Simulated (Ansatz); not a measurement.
```xyz
11
Lattice="5.7607 0.0050 -0.0029 -0.5275 5.8466 0.0341 -1.4843 -0.9264 6.6459" Properties=species:S:1:pos:R:3 pbc="T T T"
Hf    3.5658    1.9949    2.3367
Hf    0.5362    2.1009    3.9624
Pd    3.9042   -0.0043    5.6409
Pd    0.4456    4.9498    2.4142
Se    2.0523    1.4944    6.2402
Se    2.4066    4.0825    3.5487
Br    4.1617    5.6554    1.0519
Br   -0.4152    4.0015    5.7576
O     4.5038    1.1491    3.9299
O     1.7546    1.0574    2.7229
O    -0.4225    3.0696    2.4575
```

Space group P1; a structure from a database of computed crystals, not necessarily the ambient phase; a generated structure, not necessarily the stable one.

Theory: Ansatz, DFT PBE, scalar-relativistic, plane waves, PAW.

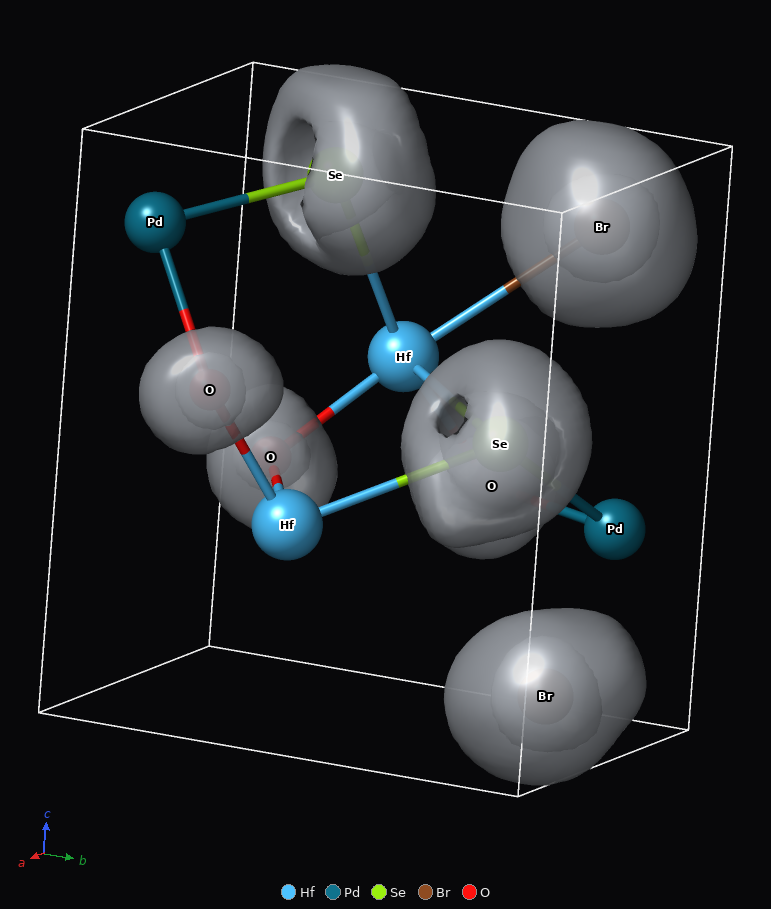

Hf2Pd2Se2Br2O3. Isosurface of the electron localisation function at 0.75 (grey), seen slightly off an axis. Core shells and regions of very low density are left out. Sticks mark near contacts.

Core electrons are frozen (PAW), and the valence fields are smoothed inside the atomic spheres.

What do the ELF domains correspond to?

The surface consists of two regions wrapped around Br (the valence shell of each), three regions wrapped around O (the valence shell of each) and two regions wrapped around Se (the valence shell of each), counted in one cell of 11 atoms. Regions shared between cells count once. Along the contacts the grid gives the following. Hf–O (2.03 Å): the ELF peaks at about 0.80 in the valence shell of O, 0.6 Å from its nucleus, and drops to about 0.20 between the two atoms: no localised pair shows between them. Pd–O (2.07 Å): the ELF peaks at about 0.80 in the valence shell of O, 0.6 Å from its nucleus, and is about 0.15 at the midpoint: no shared electron pair shows on this line.
